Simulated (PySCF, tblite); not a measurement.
# C₃H₁₀BN: dynamics, then NMR shifts and electronic excitations on frames, part 2 of 2

tblite 0.8.0 and PySCF 2.14.0. Atoms count from 0.

## (8) Ultraviolet spectrum: 625 fs, PBE0/def2-SVPD

The job: settings as JSON, then the geometry in Å.

```
{"job": {"kind": "uv", "xc": "PBE0", "basis": "def2-SVPD", "nstates": 5, "ntriplets": 0}, "charge": 0, "multiplicity": 1}
B     -3.206200    -0.108600    -0.060700
N     -2.142000     0.698000     0.315500
C     -0.924000     0.795000    -0.478000
C      0.375000     0.625200     0.318300
C      1.572100     0.771000    -0.561600
H     -4.291700    -0.109800     0.374500
H     -3.044100    -0.725700    -1.017400
H     -2.118500     1.361000     1.048600
H     -0.780000     1.819500    -0.940400
H     -0.835600    -0.078100    -1.179200
H      0.477700     1.307600     1.238500
H      0.310300    -0.343900     0.804000
H      1.441800     1.715000    -1.088500
H      2.467700     0.691500    -0.066400
H      1.611800     0.005600    -1.391400
```

With the program's defaults for keys left out, this is: TDDFT PBE0/def2-SVPD, vertical, gas phase, core orbitals frozen in the response.

The program printed:

```text
coarse grid: 11608 points
cycle   1  E = -199.5003004841  dE =  2.633e-01  |g| = 3.607e-01  |ddm| = 5.166e+00
cycle   2  E = -199.5027570037  dE = -2.457e-03  |g| = 3.690e-01  |ddm| = 1.208e+00
cycle   3  E = -199.5375706034  dE = -3.481e-02  |g| = 4.624e-02  |ddm| = 5.094e-01
cycle   4  E = -199.5379917781  dE = -4.212e-04  |g| = 2.399e-02  |ddm| = 7.881e-02
cycle   5  E = -199.5381238127  dE = -1.320e-04  |g| = 6.231e-03  |ddm| = 3.225e-02
cycle   6  E = -199.5381325665  dE = -8.754e-06  |g| = 1.372e-03  |ddm| = 9.815e-03
final grid: 109544 points
cycle   7  E = -199.5640392990  dE = -3.379e-05  |g| = 6.946e-03  |ddm| = 1.097e-01
cycle   8  E = -199.5640344715  dE =  4.827e-06  |g| = 8.254e-03  |ddm| = 2.099e-02
cycle   9  E = -199.5640520996  dE = -1.763e-05  |g| = 7.713e-04  |ddm| = 9.941e-03
cycle  10  E = -199.5640522405  dE = -1.410e-07  |g| = 2.335e-04  |ddm| = 1.159e-03
cycle  11  E = -199.5640522517  dE = -1.119e-08  |g| = 6.677e-05  |ddm| = 3.311e-04
cycle  12  E = -199.5640522529  dE = -1.141e-09  |g| = 1.405e-05  |ddm| = 1.320e-04
cycle  13  E = -199.5640522529  dE = -4.462e-11  |g| = 3.273e-06  |ddm| = 2.933e-05
converged SCF energy = -199.5640522529

Static polarisability (au): isotropic 62.647, principal 52.071 58.159 77.710

Singlet excitations
state   eV       nm        f      main configurations
  1   7.0024    177.1   0.05423   H-1->L 0.63, H->L 0.32
  2   7.2102    172.0   0.20082   H->L 0.63, H-1->L 0.30
  3   7.2191    171.7   0.00920   H->L+1 0.85, H->L+2 0.08
  4   7.7920    159.1   0.01353   H->L+2 0.83, H->L+1 0.09
  5   8.1190    152.7   0.00240   H->L+3 0.93
```

Run time: 38 s. Hardware: 1 thread of Intel Xeon at 2.50GHz, shared host; peak memory 0.74 GiB.

In short: HOMO -7.79 eV, LUMO 0.18 eV; lowest singlet 7.00 eV.

## (9) NMR shieldings: 800 fs, PBE0/pcSseg-1

The job: settings as JSON, then the geometry in Å.

```
{"job": {"kind": "nmr", "xc": "PBE0", "basis": "pcSseg-1", "pop": false}, "charge": 0, "multiplicity": 1}
B     -2.640200    -0.966300     1.263000
N     -2.205000     0.075100     0.479000
C     -0.949400     0.207500    -0.159600
C      0.014300     1.233800     0.352900
C      1.102400     1.646700    -0.735000
H     -3.678400    -0.654300     1.795900
H     -2.106500    -1.930900     1.478500
H     -2.879600     0.798300     0.415800
H     -1.026600     0.422500    -1.230700
H     -0.539700    -0.794000    -0.159400
H     -0.398500     2.164200     0.711600
H      0.543900     0.752900     1.198200
H      0.593500     2.410300    -1.293400
H      2.001700     2.099600    -0.204800
H      1.517500     0.800100    -1.284100
```

With the program's defaults for keys left out, this is: GIAO PBE0/pcSseg-1 NMR shielding, non-relativistic, gas phase.

The program printed:

```text
coarse grid: 11608 points
cycle   1  E = -199.6052653173  dE =  3.317e-01  |g| = 3.608e-01  |ddm| = 3.114e+00
cycle   2  E = -199.6088211243  dE = -3.556e-03  |g| = 3.632e-01  |ddm| = 6.271e-01
cycle   3  E = -199.6409422140  dE = -3.212e-02  |g| = 6.029e-02  |ddm| = 3.066e-01
cycle   4  E = -199.6416850172  dE = -7.428e-04  |g| = 2.397e-02  |ddm| = 5.631e-02
cycle   5  E = -199.6418086869  dE = -1.237e-04  |g| = 5.989e-03  |ddm| = 1.804e-02
cycle   6  E = -199.6418169100  dE = -8.223e-06  |g| = 1.227e-03  |ddm| = 5.628e-03
final grid: 109544 points
cycle   7  E = -199.6695205847  dE = -3.065e-05  |g| = 7.772e-03  |ddm| = 2.234e-02
cycle   8  E = -199.6695141231  dE =  6.462e-06  |g| = 9.406e-03  |ddm| = 1.335e-02
cycle   9  E = -199.6695357818  dE = -2.166e-05  |g| = 1.097e-03  |ddm| = 7.262e-03
cycle  10  E = -199.6695360618  dE = -2.800e-07  |g| = 2.224e-04  |ddm| = 8.300e-04
cycle  11  E = -199.6695360717  dE = -9.929e-09  |g| = 5.903e-05  |ddm| = 1.998e-04
cycle  12  E = -199.6695360726  dE = -9.028e-10  |g| = 1.145e-05  |ddm| = 6.550e-05
converged SCF energy = -199.6695360726

GIAO shielding tensors (ppm)
atom      isotropic    diamagn.    paramagn.     s11        s22        s33       span
  0 B       63.065     195.319    -132.253     25.720     45.255    118.221     92.501
  1 N      113.258     317.514    -204.255    -19.270    148.759    210.287    229.557
  2 C      137.793     246.668    -108.876    109.472    130.872    173.035     63.563
  3 C      157.685     248.866     -91.181    136.869    160.840    175.345     38.476
  4 C      167.557     247.759     -80.202    146.678    171.528    184.466     37.788
  5 H       27.089      28.121      -1.031     24.428     26.171     30.669      6.241
  6 H       27.267      31.519      -4.253     24.297     28.313     29.191      4.893
  7 H       26.822      31.101      -4.279     20.756     29.143     30.567      9.812
  8 H       28.783      31.547      -2.764     23.274     30.748     32.328      9.055
  9 H       28.589      33.414      -4.824     24.257     29.546     31.966      7.709
 10 H       30.509      31.896      -1.387     25.846     30.408     35.272      9.426
 11 H       29.480      32.046      -2.566     25.041     29.004     34.396      9.356
 12 H       30.357      29.747       0.610     25.591     29.033     36.448     10.856
 13 H       29.468      27.912       1.556     25.285     26.869     36.252     10.967
 14 H       30.583      30.669      -0.086     26.512     29.140     36.096      9.584
```

It took 27 s on 1 thread of Intel Xeon at 2.50GHz, shared host; peak memory 0.66 GiB.

This run: δ C2 49.1, C3 29.2, C4 19.4, B0 37.0, H7 4.89, H5 4.63 ppm.

## (10) Excited states and response: 800 fs, PBE0/def2-SVPD

Same as in step 9 but for these lines:

```diff
@@ -1,2 +1,2 @@
-{"job": {"kind": "nmr", "xc": "PBE0", "basis": "pcSseg-1", "pop": false}, "charge": 0, "multiplicity": 1}
+{"job": {"kind": "uv", "xc": "PBE0", "basis": "def2-SVPD", "nstates": 5, "ntriplets": 0}, "charge": 0, "multiplicity": 1}
 B     -2.640200    -0.966300     1.263000
```

With the program's defaults for keys left out, this is: TDDFT PBE0/def2-SVPD, vertical, gas phase, core orbitals frozen in the response.

The program printed:

```text
coarse grid: 11608 points
cycle   1  E = -199.5009739073  dE =  2.865e-01  |g| = 3.472e-01  |ddm| = 5.419e+00
cycle   2  E = -199.5040181024  dE = -3.044e-03  |g| = 3.519e-01  |ddm| = 1.300e+00
cycle   3  E = -199.5350049410  dE = -3.099e-02  |g| = 5.865e-02  |ddm| = 5.248e-01
cycle   4  E = -199.5357104777  dE = -7.055e-04  |g| = 2.495e-02  |ddm| = 9.738e-02
cycle   5  E = -199.5358523193  dE = -1.418e-04  |g| = 5.531e-03  |ddm| = 3.717e-02
cycle   6  E = -199.5358596160  dE = -7.297e-06  |g| = 1.265e-03  |ddm| = 1.055e-02
final grid: 109544 points
cycle   7  E = -199.5631413389  dE = -2.982e-05  |g| = 7.524e-03  |ddm| = 1.149e-01
cycle   8  E = -199.5631346760  dE =  6.663e-06  |g| = 9.192e-03  |ddm| = 2.453e-02
cycle   9  E = -199.5631559635  dE = -2.129e-05  |g| = 1.067e-03  |ddm| = 1.148e-02
cycle  10  E = -199.5631562356  dE = -2.721e-07  |g| = 1.979e-04  |ddm| = 1.517e-03
cycle  11  E = -199.5631562441  dE = -8.489e-09  |g| = 5.431e-05  |ddm| = 3.798e-04
cycle  12  E = -199.5631562449  dE = -7.836e-10  |g| = 1.236e-05  |ddm| = 1.360e-04
converged SCF energy = -199.5631562449

Static polarisability (au): isotropic 62.737, principal 52.930 55.333 79.947

Singlet excitations
state   eV       nm        f      main configurations
  1   7.0632    175.5   0.11828   H->L 0.55, H-1->L 0.32, H->L+1 0.09
  2   7.1931    172.4   0.00812   H->L+1 0.74, H-1->L 0.16
  3   7.4667    166.0   0.19298   H-1->L 0.47, H->L 0.41
  4   7.8427    158.1   0.00461   H->L+2 0.84, H->L+1 0.09
  5   8.2418    150.4   0.01189   H->L+3 0.81, H->L+4 0.09
```

Wall time 34 s (1 thread of Intel Xeon at 2.50GHz, shared host); peak memory 0.74 GiB.

This run: HOMO -7.79 eV, LUMO 0.30 eV; lowest singlet 7.06 eV.

## (11) Shielding tensors: 1000 fs, PBE0/pcSseg-1

The job: settings as JSON, then the geometry in Å.

```
{"job": {"kind": "nmr", "xc": "PBE0", "basis": "pcSseg-1", "pop": false}, "charge": 0, "multiplicity": 1}
B     -1.970500    -0.741700     1.657200
N     -1.706800    -0.170200     0.412400
C     -0.348300     0.201300     0.033800
C     -0.162200     1.702500    -0.154800
C      1.280300     2.137000    -0.407500
H     -3.060400    -1.097600     1.988300
H     -1.203700    -1.225700     2.453900
H     -2.439400     0.043000    -0.210600
H      0.023200    -0.369100    -0.848700
H      0.208000    -0.079300     0.924000
H     -0.788800     1.866400    -1.051600
H     -0.471300     2.265700     0.707900
H      1.367800     2.547000    -1.387100
H      1.616900     2.815900     0.304900
H      2.019800     1.303000    -0.339500
```

Method: GIAO PBE0/pcSseg-1 NMR shielding, non-relativistic, gas phase.

The program printed:

```text
coarse grid: 11608 points
cycle   1  E = -199.6035897843  dE =  3.052e-01  |g| = 3.679e-01  |ddm| = 3.124e+00
cycle   2  E = -199.6065047557  dE = -2.915e-03  |g| = 3.725e-01  |ddm| = 6.306e-01
cycle   3  E = -199.6406394599  dE = -3.413e-02  |g| = 5.010e-02  |ddm| = 3.102e-01
cycle   4  E = -199.6411210392  dE = -4.816e-04  |g| = 2.521e-02  |ddm| = 5.024e-02
cycle   5  E = -199.6412582965  dE = -1.373e-04  |g| = 6.058e-03  |ddm| = 1.831e-02
cycle   6  E = -199.6412662721  dE = -7.976e-06  |g| = 1.392e-03  |ddm| = 5.535e-03
final grid: 109544 points
cycle   7  E = -199.6690458750  dE = -3.485e-05  |g| = 7.557e-03  |ddm| = 2.345e-02
cycle   8  E = -199.6690405371  dE =  5.338e-06  |g| = 8.918e-03  |ddm| = 1.303e-02
cycle   9  E = -199.6690604337  dE = -1.990e-05  |g| = 8.717e-04  |ddm| = 7.028e-03
cycle  10  E = -199.6690606030  dE = -1.693e-07  |g| = 2.597e-04  |ddm| = 6.859e-04
cycle  11  E = -199.6690606163  dE = -1.333e-08  |g| = 6.058e-05  |ddm| = 2.061e-04
cycle  12  E = -199.6690606172  dE = -9.556e-10  |g| = 1.289e-05  |ddm| = 6.317e-05
converged SCF energy = -199.6690606172

GIAO shielding tensors (ppm)
atom      isotropic    diamagn.    paramagn.     s11        s22        s33       span
  0 B       59.364     192.178    -132.814     26.821     33.649    117.622     90.801
  1 N      117.269     319.164    -201.895    -10.935    152.034    210.707    221.642
  2 C      125.404     246.975    -121.571     91.848    117.655    166.709     74.861
  3 C      159.961     247.897     -87.936    135.840    167.821    176.223     40.384
  4 C      180.115     246.649     -66.534    161.946    177.388    201.012     39.066
  5 H       26.519      28.367      -1.848     26.038     26.575     26.945      0.907
  6 H       25.665      30.131      -4.466     23.105     26.202     27.688      4.583
  7 H       27.149      31.977      -4.829     22.920     27.961     30.565      7.645
  8 H       27.957      31.534      -3.577     23.553     28.635     31.683      8.130
  9 H       28.212      33.764      -5.552     23.927     29.246     31.462      7.535
 10 H       29.614      30.468      -0.854     24.836     29.729     34.277      9.441
 11 H       30.201      31.339      -1.139     25.028     30.693     34.880      9.852
 12 H       31.018      28.995       2.023     25.642     29.047     38.365     12.722
 13 H       31.766      30.041       1.725     26.937     29.563     38.799     11.862
 14 H       30.747      30.091       0.655     26.349     29.382     36.508     10.159
```

It took 24 s on 1 thread of Intel Xeon at 2.50GHz, shared host; peak memory 0.66 GiB.

In short: δ C2 61.5, C3 27.0, C4 6.8, B0 40.7, H6 6.05, H5 5.20 ppm.

## (12) TDDFT and polarisability: 1000 fs, PBE0/def2-SVPD

Same as in step 11 but for these lines:

```diff
@@ -1,2 +1,2 @@
-{"job": {"kind": "nmr", "xc": "PBE0", "basis": "pcSseg-1", "pop": false}, "charge": 0, "multiplicity": 1}
+{"job": {"kind": "uv", "xc": "PBE0", "basis": "def2-SVPD", "nstates": 5, "ntriplets": 0}, "charge": 0, "multiplicity": 1}
 B     -1.970500    -0.741700     1.657200
```

Method: TDDFT PBE0/def2-SVPD, vertical, gas phase, core orbitals frozen in the response.

The program printed:

```text
coarse grid: 11608 points
cycle   1  E = -199.4999878991  dE =  2.590e-01  |g| = 3.542e-01  |ddm| = 5.212e+00
cycle   2  E = -199.5025648820  dE = -2.577e-03  |g| = 3.605e-01  |ddm| = 1.247e+00
cycle   3  E = -199.5354346533  dE = -3.287e-02  |g| = 4.853e-02  |ddm| = 5.379e-01
cycle   4  E = -199.5358833134  dE = -4.487e-04  |g| = 2.594e-02  |ddm| = 8.699e-02
cycle   5  E = -199.5360357450  dE = -1.524e-04  |g| = 5.716e-03  |ddm| = 3.657e-02
cycle   6  E = -199.5360432527  dE = -7.508e-06  |g| = 1.357e-03  |ddm| = 1.257e-02
final grid: 109544 points
cycle   7  E = -199.5633658988  dE = -3.786e-05  |g| = 7.278e-03  |ddm| = 1.161e-01
cycle   8  E = -199.5633605545  dE =  5.344e-06  |g| = 8.644e-03  |ddm| = 2.174e-02
cycle   9  E = -199.5633797456  dE = -1.919e-05  |g| = 8.657e-04  |ddm| = 1.093e-02
cycle  10  E = -199.5633799167  dE = -1.711e-07  |g| = 2.378e-04  |ddm| = 1.284e-03
cycle  11  E = -199.5633799285  dE = -1.182e-08  |g| = 5.938e-05  |ddm| = 4.538e-04
cycle  12  E = -199.5633799295  dE = -9.475e-10  |g| = 1.345e-05  |ddm| = 1.372e-04
converged SCF energy = -199.5633799295

Static polarisability (au): isotropic 62.462, principal 52.219 57.550 77.617

Singlet excitations
state   eV       nm        f      main configurations
  1   6.5151    190.3   0.00021   H-1->L 0.95
  2   7.1220    174.1   0.15182   H->L 0.84, H->L+1 0.11
  3   7.3787    168.0   0.10928   H->L+1 0.77, H->L 0.12
  4   7.8887    157.2   0.03577   H-1->L+1 0.78, H->L+2 0.10
  5   7.9486    156.0   0.02828   H->L+2 0.75, H->L+1 0.09, H-1->L+1 0.09
```

Run time: 34 s. Hardware: 1 thread of Intel Xeon at 2.50GHz, shared host; peak memory 0.74 GiB.

Key values: HOMO -7.90 eV, LUMO 0.09 eV; lowest singlet 6.52 eV.

## (13) Side by side: NMR shifts

Shifts (ppm) of some atoms, chosen among heavy atoms and hydrogens apart, with basis size and wall time:

```
  frame    C2    C3    C4    H13   H11    B0     N1  functions  time
 250 fs  58.7  32.6  14.1   1.74  1.51  33.0  158.5        135  28 s
 425 fs  56.6  46.4  11.2   1.64  3.21  36.9  158.7        135  26 s
 625 fs  67.8  34.6  12.5  -0.05  1.54  37.5  148.4        135  24 s
 800 fs  49.1  29.2  19.4   2.25  2.24  37.0  154.5        135  27 s
1000 fs  61.5  27.0   6.8  -0.05  1.52  40.7  150.5        135  24 s
```

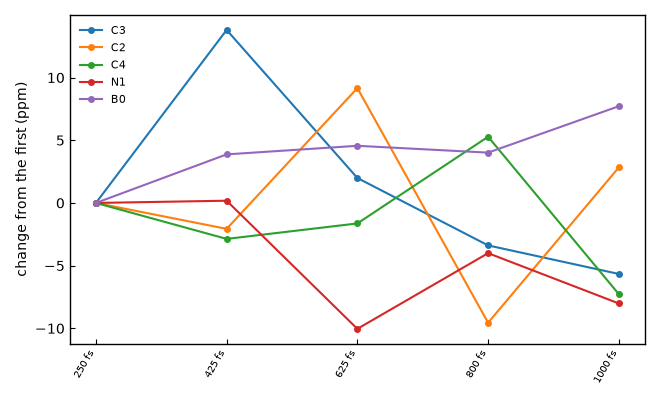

How five of the tabulated atoms move from run to run.

## (14) Comparing the runs: electronic excitations

Excitations and ground-state properties, with basis size and wall time:

```
  frame  lowest singlet (eV)  brightest (eV)      f  gap (eV)  α (Å³)  μ (D)  functions  time
 250 fs                 7.33            7.70  0.226      8.41    9.31   2.34        180  41 s
 425 fs                 6.92            7.23  0.144      7.85    9.53   2.07        180  38 s
 625 fs                 7.00            7.21  0.201      7.98    9.28   2.07        180  38 s
 800 fs                 7.06            7.47  0.193      8.09    9.30   1.99        180  34 s
1000 fs                 6.52            7.12  0.152      7.98    9.26   2.17        180  34 s
```

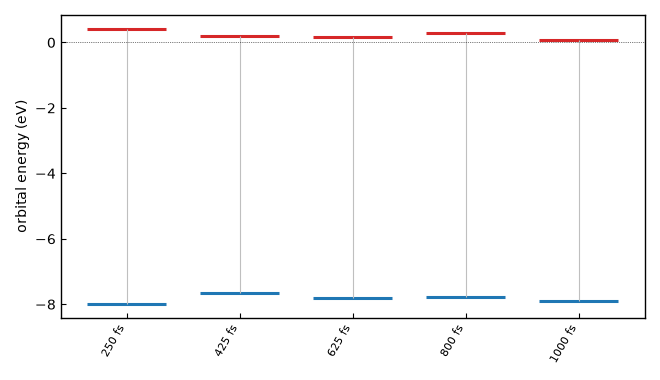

HOMO (blue) and LUMO (red) run by run.

## (15) Results

This closing draws on all 2 parts.

| quantity | value |
| --- | --- |
| thermostat | 300 K |
| mean temperature, second half | 369 K |
| mean potential energy above the minimum | 0.58 eV |
| ¹³C shifts against TMS (PBE0/pcSseg-1, 250 fs) | 58.7, 32.6, 14.1 ppm |
| ¹H shifts against TMS (PBE0/pcSseg-1, 250 fs) | 4.70, 4.46, 4.17, 3.27, 2.84, 2.46, 1.74, 1.69, 1.51, 0.41 ppm |
| ¹¹B shifts against BF3·OEt2 (PBE0/pcSseg-1, 250 fs) | 33.0 ppm |
| ¹⁵N shifts against NH3 (PBE0/pcSseg-1, 250 fs) | 158.5 ppm |
| lowest singlet (PBE0/def2-SVPD, 250 fs) | 7.33 eV (169 nm), f = 0.036 |
| brightest single state of those computed | state 3, 7.70 eV, f = 0.226 |
| range of the shift of C3 | 27.0 to 46.4 ppm |
| range of the lowest singlet | 6.52 to 7.33 eV |

In the second half the potential energy averages 0.58 eV above the minimum; equipartition over 39 harmonic modes at 300 K would give 0.50 eV. With 15 atoms the temperature swings widely (141 to 568 K). Shifts at one fixed geometry are not the observed spectrum, which averages over the motion. In the first frame run (250 fs): The widest tensor belongs to N1: span 195 ppm, with a paramagnetic part of -212 ppm. The first singlet state (HOMO→LUMO 0.37, HOMO→LUMO+1 0.29) lies at 7.33 eV and is weak; of the 5 states computed, the strongest absorption comes from state 3 at 7.70 eV. In ppm, C3 moves most: its shift spreads over 19.5 ppm, from 27.0 (1000 fs) to 46.4 (425 fs). The lowest singlet runs from 6.52 eV (1000 fs) to 7.33 eV (250 fs), while the orbital gap spans 7.85 to 8.41 eV. The lowest state need not be the same one in every run.
